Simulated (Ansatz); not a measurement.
Consider GaN in the wurtzite structure (space group P6_3mc, No. 186; a = 3.183 Å, c = 5.184 Å).

One thing is altered: full substitution N → P, then cell and atoms are relaxed.

Computed with r2SCAN in Ansatz (plane waves to 500 eV, PAW, no spin-orbit coupling), earlier PAW set.

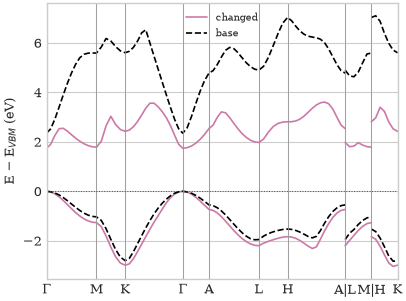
Figure: Highest valence and lowest conduction band along the path, each from its own valence-band maximum

Question: Read the changed gap and its character from the plot.

Answer: About 1.7 eV, direct at Γ.

Whether these cells are dynamically stable was not tested. For GaP in this form, whether it has been made was not checked. This is not the structure that GaP has at room temperature and ambient pressure.

Ansatz is a first-principles code.
